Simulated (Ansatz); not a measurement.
# C₂H₆AlN: geometry relaxation

System: C₂H₆AlN, SMILES [CH3][AlH][CH]=N.
Method: RKS PBE0-D4/def2-SVP (Ansatz 0.2.0).

It belongs to a series of runs on one base structure; here: end point A relaxed. Figures and captions count atoms from 1; the log counts them from 0 in places.

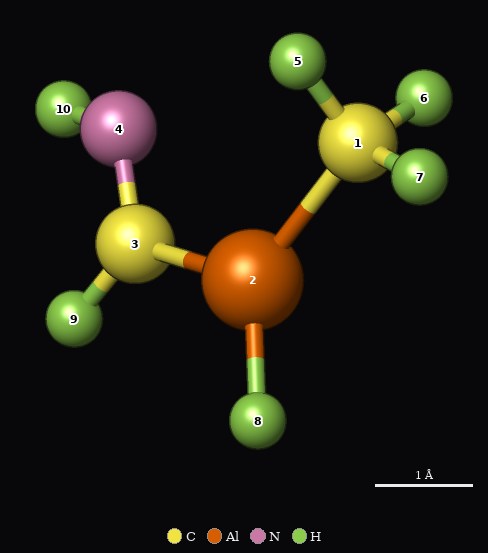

*The structure as given in the input (ball-and-stick view, seen at a tilt; atoms are numbered from 1 in the order of the input). Sticks mark near contacts.*

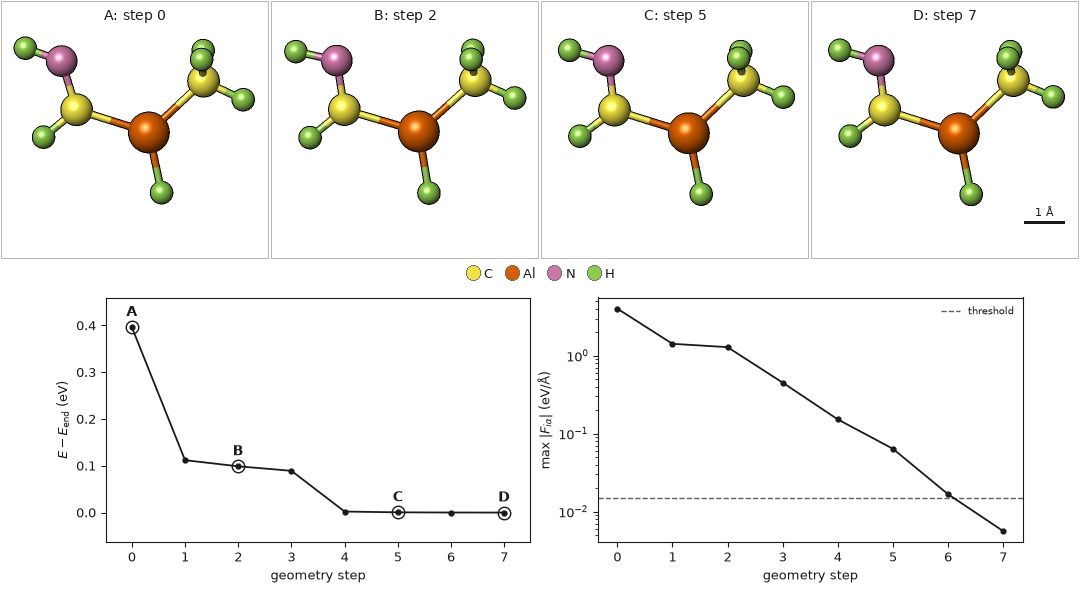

*Frames of the relaxation (ball-and-stick view, seen on its broad side) above the curves, on which the letters mark them (the first geometry is step 0 here and step 1 in the log).*

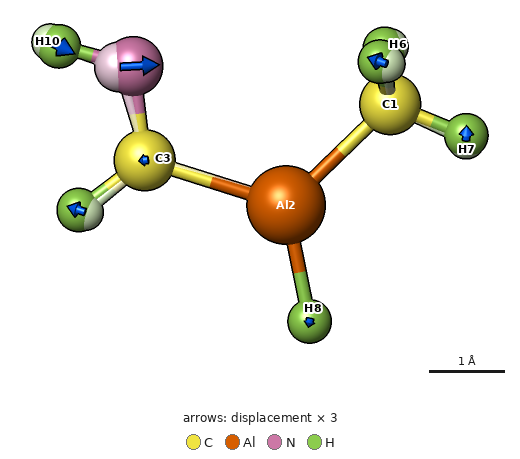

*Start (faint) and end (solid) with the displacements as blue arrows, magnified 3 times (ball-and-stick view, seen on its broad side). The two geometries are laid on each other by the best rigid fit.*

After 7 geometry steps the energy has fallen by 0.396 eV. Largest force component: 4 eV/Å at the start, 0.0056 eV/Å at the end. The largest move after the best rigid fit is that of N4, 0.18 Å. By element the largest moves are N 0.18 Å, H 0.13 Å, C 0.05 Å, Al 0.03 Å. Among the contacts that change: Al2–C3 1.935 → 1.985 Å, N4–H10 0.985 → 1.031 Å, C1–H5 1.136 → 1.103 Å, C3–N4 1.313 → 1.282 Å. Among the angles that change: C3–N4–H10 125.9° → 111.6°, Al2–C3–N4 124.3° → 114.2°, N4–C3–H9 113.0° → 120.7°. (Atoms are counted from 1 in the order of the input.)

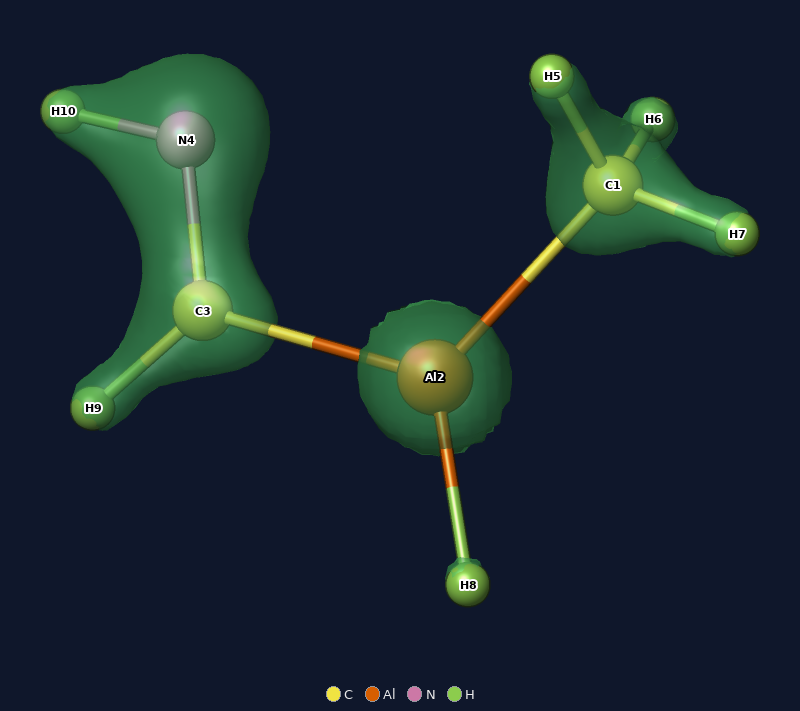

*Isosurface of the total electron density at 1.5 e/Å³ (green), seen at a tilt.*

At this value the surface falls into four separate pieces. It is pinched off along the C–Al (1.95 Å) contacts. On the grid the lowest density along these lines, outside the cores, is 2.5 e/Å³ (C–N, 1.28 Å), 0.62 e/Å³ (C–Al, 1.95 Å), 2.2 e/Å³ (N–H, 1.03 Å) and 1.8 e/Å³ (C–H, 1.10 Å).

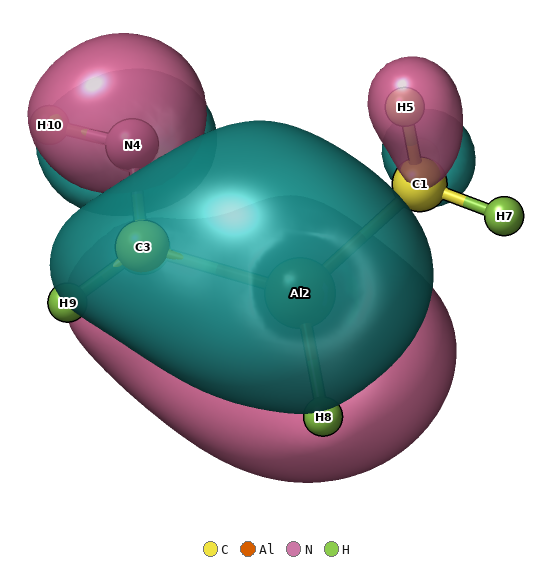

*One frontier orbital at ±0.06 Å⁻³ᐟ² (teal and pink are the two phases), seen at a tilt.*

The LUMO, at −1.59 eV. It lies mainly on Al2 (50 %), N4 (20 %) and C3 (15 %).

The input that produced these results follows, with the program's output.

Input:
```yaml
crystal:
  periodic: [false, false, false]
  atoms:
    - { symbol: C, position_ang: [-1.5566, 0.5945, -0.5152] }
    - { symbol: Al, position_ang: [-0.2088, -0.7789, -0.5178] }
    - { symbol: C, position_ang: [1.4137, -0.5107, 0.5024] }
    - { symbol: "N", position_ang: [1.6915, 0.5809, 1.1769] }
    - { symbol: H, position_ang: [-1.1754, 1.5708, -0.9532] }
    - { symbol: H, position_ang: [-1.9596, 0.8306, 0.5081] }
    - { symbol: H, position_ang: [-2.4293, 0.3157, -1.1558] }
    - { symbol: H, position_ang: [-0.385, -2.1056, -1.353] }
    - { symbol: H, position_ang: [2.2117, -1.2693, 0.5616] }
    - { symbol: H, position_ang: [2.481, 0.7208, 1.749] }
basis:
  gaussian: { orbitals: def2-SVP }
hamiltonian:
  xc: pbe0
  dispersion: d4
relax:
  f_tol: 0.015
  max_steps: 40
output:
  orbitals: {}
```

Launched with:
```bash
ansatz run input.yaml --threads 1 --pin off --max-ram 2048MiB --backend cpu --events-out ev --progress --plain --runs-dir out
```

The program's output:
```
The last accepted step is kept in [file] (removed where the run ends without a failure and the disk answers)
Engine: ansatz 0.2.0, aarch64-unknown-linux-gnu
Functional definition: PBE0
  parameter a = 0.25
  parameter kappa = 0.804
  parameter beta = 0.06672455060314922
  exchange = (1 - a)*pbe_x(kappa = kappa, mu = beta*pi^2/3) + a*exact_x
  correlation = pbe_c(beta = beta)
988 factors; integrals over basis functions are off by at most 3.6e-4 eV
mean field evaluation 1: about -10237.1858 eV, gradient 5.7e1 eV
mean field evaluation 2: about -10231.4994 eV, gradient 7.2e1 eV
mean field evaluation 4: about -10244.8783 eV, gradient 4.3e0 eV
mean field evaluation 8: about -10244.9412 eV, gradient 1.5e-1 eV
mean field evaluation 16: about -10244.9412 eV, gradient 1.1e-5 eV
mean field -10244.94123013 eV, -376.4946459368 hartree, gradient 1.1e-5 eV, S^2 0.000000; 0 other end points of the search recorded, 0 dependent functions left out
the calculation of the forces begins
reference -10244.94125971 eV, -376.4946470236 hartree; 19, 19 occupied and 71, 71 virtual orbitals, 988 factors
relax step   1: F+E_penalty+E_count = -10245.07657843 eV  Δ(F+E_penalty+E_count) = +0.000e0 eV  max|allowed force component| = 4.019e0 eV/Å  Δτ_max = 0.0000 Å  (27 SCF iters, accepted)
these checks for a lower state are left out or cut short: starts, cluster_reference, orbital_swaps, neighbouring_geometries, increment
988 factors; integrals over basis functions are off by at most 4.3e-4 eV
mean field -10245.22560118 eV, -376.5050963802 hartree, gradient 7.6e-6 eV, S^2 0.000000; 0 other end points of the search recorded, 0 dependent functions left out
the calculation of the forces begins
reference -10245.22563101 eV, -376.5050974762 hartree; 19, 19 occupied and 71, 71 virtual orbitals, 988 factors
relax step   2: F+E_penalty+E_count = -10245.36095963 eV  Δ(F+E_penalty+E_count) = -2.844e-1 eV  max|allowed force component| = 1.421e0 eV/Å  Δτ_max = 0.1063 Å  (30 SCF iters, accepted)
these checks for a lower state are left out or cut short: starts, cluster_reference, orbital_swaps, neighbouring_geometries, increment
988 factors; integrals over basis functions are off by at most 5.5e-4 eV
mean field -10245.23841093 eV, -376.5055671295 hartree, gradient 2.2e-5 eV, S^2 0.000000; 0 other end points of the search recorded, 0 dependent functions left out
the calculation of the forces begins
reference -10245.23844057 eV, -376.5055682189 hartree; 19, 19 occupied and 71, 71 virtual orbitals, 988 factors
relax step   3: F+E_penalty+E_count = -10245.37405125 eV  Δ(F+E_penalty+E_count) = -1.309e-2 eV  max|allowed force component| = 1.288e0 eV/Å  Δτ_max = 0.1127 Å  (28 SCF iters, accepted)
these checks for a lower state are left out or cut short: starts, cluster_reference, orbital_swaps, neighbouring_geometries, increment
988 factors; integrals over basis functions are off by at most 4.8e-4 eV
mean field evaluation 32: about -10245.2247 eV, gradient 1.4e-1 eV
mean field -10245.24758012 eV, -376.5059040911 hartree, gradient 1.2e-5 eV, S^2 0.000000; 0 other end points of the search recorded, 0 dependent functions left out
the calculation of the forces begins
reference -10245.24760968 eV, -376.5059051775 hartree; 19, 19 occupied and 71, 71 virtual orbitals, 988 factors
relax step   4: F+E_penalty+E_count = -10245.38370359 eV  Δ(F+E_penalty+E_count) = -9.652e-3 eV  max|allowed force component| = 4.512e-1 eV/Å  Δτ_max = 0.2000 Å  (30 SCF iters, accepted)
these checks for a lower state are left out or cut short: starts, cluster_reference, orbital_swaps, neighbouring_geometries, increment
988 factors; integrals over basis functions are off by at most 4.7e-4 eV
mean field -10245.33381536 eV, -376.5090731779 hartree, gradient 8.4e-6 eV, S^2 0.000000; 0 other end points of the search recorded, 0 dependent functions left out
the calculation of the forces begins
reference -10245.33384501 eV, -376.5090742674 hartree; 19, 19 occupied and 71, 71 virtual orbitals, 988 factors
relax step   5: F+E_penalty+E_count = -10245.47076069 eV  Δ(F+E_penalty+E_count) = -8.706e-2 eV  max|allowed force component| = 1.523e-1 eV/Å  Δτ_max = 0.1620 Å  (30 SCF iters, accepted)
these checks for a lower state are left out or cut short: starts, cluster_reference, orbital_swaps, neighbouring_geometries, increment
988 factors; integrals over basis functions are off by at most 4.6e-4 eV
mean field -10245.33543842 eV, -376.5091328243 hartree, gradient 8.2e-6 eV, S^2 0.000000; 0 other end points of the search recorded, 0 dependent functions left out
the calculation of the forces begins
reference -10245.33546808 eV, -376.5091339141 hartree; 19, 19 occupied and 71, 71 virtual orbitals, 988 factors
relax step   6: F+E_penalty+E_count = -10245.47245380 eV  Δ(F+E_penalty+E_count) = -1.693e-3 eV  max|allowed force component| = 6.392e-2 eV/Å  Δτ_max = 0.0263 Å  (30 SCF iters, accepted)
these checks for a lower state are left out or cut short: starts, cluster_reference, orbital_swaps, neighbouring_geometries, increment
988 factors; integrals over basis functions are off by at most 4.7e-4 eV
mean field -10245.33574881 eV, -376.5091442307 hartree, gradient 1.7e-5 eV, S^2 0.000000; 0 other end points of the search recorded, 0 dependent functions left out
the calculation of the forces begins
reference -10245.33577846 eV, -376.5091453204 hartree; 19, 19 occupied and 71, 71 virtual orbitals, 988 factors
relax step   7: F+E_penalty+E_count = -10245.47285265 eV  Δ(F+E_penalty+E_count) = -3.989e-4 eV  max|allowed force component| = 1.670e-2 eV/Å  Δτ_max = 0.0079 Å  (23 SCF iters, accepted)
these checks for a lower state are left out or cut short: starts, cluster_reference, orbital_swaps, neighbouring_geometries, increment
988 factors; integrals over basis functions are off by at most 4.7e-4 eV
mean field -10245.33571447 eV, -376.5091429688 hartree, gradient 1.0e-5 eV, S^2 0.000000; 0 other end points of the search recorded, 0 dependent functions left out
the calculation of the forces begins
reference -10245.33574412 eV, -376.5091440583 hartree; 19, 19 occupied and 71, 71 virtual orbitals, 988 factors
relax step   8: F+E_penalty+E_count = -10245.47294131 eV  Δ(F+E_penalty+E_count) = -8.866e-5 eV  max|allowed force component| = 5.624e-3 eV/Å  Δτ_max = 0.0084 Å  (24 SCF iters, accepted)
988 factors; integrals over basis functions are off by at most 4.7e-4 eV
mean field evaluation 64: about -10245.3113 eV, gradient 1.4e-1 eV
mean field -10245.33571447 eV, -376.5091429688 hartree, gradient 1.0e-5 eV, S^2 0.000000; 1 other end points of the search recorded, 0 dependent functions left out
the calculation of the forces begins
reference -10245.33574412 eV, -376.5091440583 hartree; 19, 19 occupied and 71, 71 virtual orbitals, 988 factors
Total energy: -10245.47297096 eV, -376.5141870518 hartree
Atom 0 at    -1.549893     0.612667    -0.516558 Å, force     0.003560    -0.002719    -0.002697 eV/Å
Atom 1 at    -0.203260    -0.796286    -0.535917 Å, force    -0.004799     0.004794     0.003644 eV/Å
Atom 2 at     1.451906    -0.526763     0.526912 Å, force    -0.001143     0.005624    -0.001541 eV/Å
Atom 3 at     1.521547     0.611590     1.111870 Å, force     0.000068    -0.004501    -0.002483 eV/Å
Atom 4 at    -1.114529     1.563284    -0.869036 Å, force    -0.000077    -0.001572     0.001733 eV/Å
Atom 5 at    -1.891540     0.804221     0.515003 Å, force     0.001861    -0.001899    -0.000476 eV/Å
Atom 6 at    -2.431706     0.386098    -1.135093 Å, force    -0.000009     0.002753     0.000676 eV/Å
Atom 7 at    -0.373363    -2.148015    -1.367594 Å, force     0.000502    -0.001563    -0.000221 eV/Å
Atom 8 at     2.276380    -1.268750     0.628008 Å, force     0.002568    -0.002416     0.000821 eV/Å
Atom 9 at     2.397658     0.710755     1.645406 Å, force    -0.002531     0.001498     0.000543 eV/Å
Dipole moment:     0.178631    -0.114176     0.052829 e Å
```

Trajectory as extended XYZ (Å, eV, eV/Å), 8 frames, from step=1 to step=8:
```
10
Properties=species:S:1:pos:R:3:forces:R:3 step=1 energy=-10245.07658
C    -1.5566    0.5945   -0.5152   -0.8187   1.0516  -0.3000
Al   -0.2088   -0.7789   -0.5178   -0.3215   0.2748  -0.1561
C     1.4137   -0.5107    0.5024    2.6374   1.8946   2.1877
N     1.6915    0.5809    1.1769   -4.0191  -0.6316  -2.3499
H    -1.1754    1.5708   -0.9532   -0.1966  -0.8065   0.5266
H    -1.9596    0.8306    0.5081    0.3366  -0.0952  -0.6177
H    -2.4293    0.3157   -1.1558    0.3207   0.0651   0.3366
H    -0.3850   -2.1056   -1.3530    0.0566  -0.2188  -0.0600
H     2.2117   -1.2693    0.5616    0.0529  -0.7576  -0.1823
H     2.4810    0.7208    1.7490    1.9517  -0.7764   0.6152
10
Properties=species:S:1:pos:R:3:forces:R:3 step=2 energy=-10245.36096
C    -1.5819    0.6103   -0.5312   -0.2757   0.4197  -0.1073
Al   -0.1956   -0.7453   -0.5279   -0.2180  -0.1348  -0.0037
C     1.4531   -0.5186    0.5085    0.8498   0.2717   1.4210
N     1.5968    0.5502    1.2141   -0.7295   0.5367  -1.0326
H    -1.1919    1.5706   -0.9353   -0.0700  -0.2318   0.1130
H    -1.9444    0.8449    0.4900    0.1149  -0.0707  -0.1404
H    -2.4627    0.3335   -1.1429    0.1742   0.0141   0.1091
H    -0.3310   -2.1080   -1.3387   -0.0098  -0.0308  -0.0711
H     2.2371   -1.3061    0.5989    0.1297  -0.0302  -0.4527
H     2.5037    0.7173    1.6676    0.0345  -0.7439   0.1647
10
Properties=species:S:1:pos:R:3:forces:R:3 step=3 energy=-10245.37405
C    -1.5928    0.6193   -0.5378    0.0918  -0.1087   0.0545
Al   -0.2117   -0.7573   -0.5031   -0.0111  -0.2208  -0.0843
C     1.4459   -0.5386    0.5627    0.6819   0.4113  -0.5268
N     1.5736    0.6130    1.1233    0.8926  -0.5903   1.2880
H    -1.1770    1.5583   -0.9248    0.0710   0.1691  -0.1362
H    -1.9335    0.8592    0.4783   -0.0636  -0.0132   0.1791
H    -2.4720    0.3522   -1.1406   -0.0126  -0.0278  -0.0479
H    -0.3281   -2.1271   -1.3243   -0.0554   0.0612  -0.0015
H     2.3140   -1.2640    0.5502   -0.5949   0.0983   0.3580
H     2.4647    0.6339    1.7191   -0.9998   0.2210  -1.0829
10
Properties=species:S:1:pos:R:3:forces:R:3 step=4 energy=-10245.38370
C    -1.5562    0.6337   -0.5705    0.2005  -0.0686  -0.0193
Al   -0.1932   -0.7726   -0.4951   -0.1030   0.4006  -0.4512
C     1.4587   -0.5256    0.5666   -0.3664  -0.0103  -0.1676
N     1.5671    0.6086    1.1486    0.2097   0.0066   0.1133
H    -1.2758    1.6421   -0.9184    0.3692  -0.0696   0.2717
H    -1.8128    0.7020    0.5050   -0.3775   0.2886  -0.1493
H    -2.4372    0.3866   -1.1808   -0.1359  -0.3116   0.2607
H    -0.3780   -2.1122   -1.3161   -0.0092  -0.2363  -0.0109
H     2.2453   -1.3043    0.6123    0.2704  -0.0080   0.1620
H     2.4653    0.6906    1.6513   -0.0577   0.0086  -0.0096
10
Properties=species:S:1:pos:R:3:forces:R:3 step=5 energy=-10245.47076
C    -1.5520    0.6131   -0.5208   -0.0471  -0.0563  -0.0509
Al   -0.2000   -0.7891   -0.5398   -0.0316   0.1197   0.0533
C     1.4461   -0.5160    0.5326    0.1523  -0.1082   0.0254
N     1.5438    0.6205    1.1170    0.0157  -0.0163  -0.0042
H    -1.1369    1.5692   -0.8779    0.0395   0.0384   0.0132
H    -1.8961    0.7944    0.5106    0.0005   0.0279   0.0388
H    -2.4326    0.3746   -1.1361   -0.0193  -0.0066  -0.0086
H    -0.3690   -2.1371   -1.3649    0.0087  -0.0751  -0.0406
H     2.2557   -1.2807    0.6329   -0.0595   0.0924   0.0082
H     2.4243    0.6998    1.6494   -0.0591  -0.0159  -0.0345
10
Properties=species:S:1:pos:R:3:forces:R:3 step=6 energy=-10245.47245
C    -1.5526    0.6143   -0.5186   -0.0108   0.0223   0.0038
Al   -0.2015   -0.7895   -0.5363    0.0566  -0.0140   0.0333
C     1.4592   -0.5310    0.5282   -0.0639   0.0025  -0.0353
N     1.5281    0.6079    1.1114   -0.0229   0.0185  -0.0029
H    -1.1283    1.5682   -0.8761    0.0080  -0.0089   0.0045
H    -1.8952    0.8073    0.5126    0.0074  -0.0040  -0.0025
H    -2.4344    0.3788   -1.1342    0.0053  -0.0030   0.0012
H    -0.3741   -2.1409   -1.3659   -0.0047  -0.0136  -0.0133
H     2.2814   -1.2754    0.6330   -0.0066   0.0028  -0.0039
H     2.4006    0.7091    1.6488    0.0315  -0.0026   0.0153
10
Properties=species:S:1:pos:R:3:forces:R:3 step=7 energy=-10245.47285
C    -1.5515    0.6131   -0.5176    0.0020  -0.0007   0.0007
Al   -0.2022   -0.7936   -0.5358    0.0080   0.0167   0.0149
C     1.4546   -0.5271    0.5277   -0.0164   0.0025  -0.0074
N     1.5263    0.6110    1.1127   -0.0054  -0.0016  -0.0023
H    -1.1216    1.5650   -0.8731    0.0057  -0.0018   0.0023
H    -1.8938    0.8058    0.5135    0.0041  -0.0023   0.0003
H    -2.4331    0.3817   -1.1348   -0.0012  -0.0001  -0.0009
H    -0.3739   -2.1441   -1.3674    0.0011  -0.0129  -0.0064
H     2.2769   -1.2715    0.6301   -0.0001   0.0000  -0.0011
H     2.4016    0.7083    1.6478    0.0020   0.0002  -0.0001
10
Properties=species:S:1:pos:R:3:forces:R:3 step=8 energy=-10245.47294
C    -1.5499    0.6127   -0.5166    0.0036  -0.0027  -0.0027
Al   -0.2033   -0.7963   -0.5359   -0.0048   0.0048   0.0036
C     1.4519   -0.5268    0.5269   -0.0011   0.0056  -0.0015
N     1.5215    0.6116    1.1119    0.0001  -0.0045  -0.0025
H    -1.1145    1.5633   -0.8690   -0.0001  -0.0016   0.0017
H    -1.8915    0.8042    0.5150    0.0019  -0.0019  -0.0005
H    -2.4317    0.3861   -1.1351    0.0000   0.0028   0.0007
H    -0.3734   -2.1480   -1.3676    0.0005  -0.0016  -0.0002
H     2.2764   -1.2688    0.6280    0.0026  -0.0024   0.0008
H     2.3977    0.7108    1.6454   -0.0025   0.0015   0.0005
```

Summary:

| quantity | value |
| --- | --- |
| outcome | converged |
| total energy | −10245.4730 eV |
| mean-field energy | −10245.3357 eV |
| largest force (length of the vector) at the end | 0.008 eV/Å |
| hardware | 1 thread of Arm Neoverse V2, 128 GiB of memory available, shared host |
| wall time | 30 s |
| peak memory | 0.17 GiB |
